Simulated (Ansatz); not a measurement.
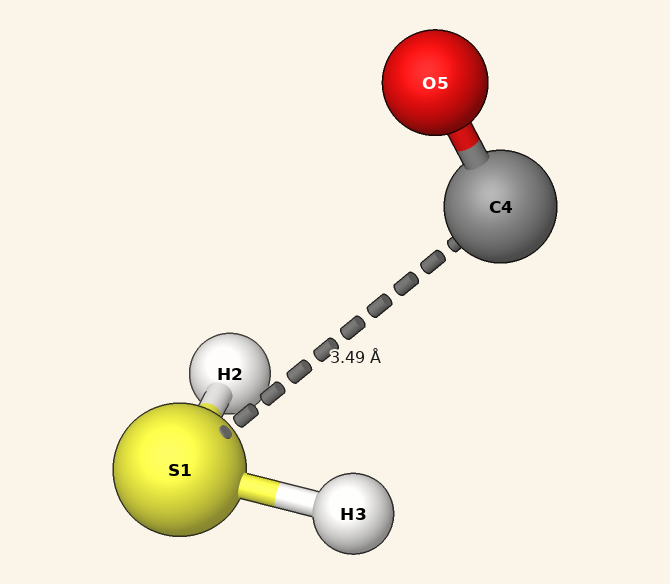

Two molecules or ions; the broken line marks their closest contact (measured against van der Waals radii). Geometry: a pair of rigid molecules at a changed separation. Program: Ansatz 0.2.0.

Which two species are they?

H2S and CO (`S.[C-]#[O+]`).

Give the counterpoise-corrected interaction energy (kJ/mol, monomers kept as in the pair) with RHF-CCSD(T) (frozen core)/def2-TZVPPD; B3LYP-D4/def2-TZVPPD.

| level | interaction energy (kJ/mol) |
| --- | --- |
| RHF-CCSD(T) (frozen core)/def2-TZVPPD | −0.9 |
| B3LYP-D4/def2-TZVPPD | −2.4 |
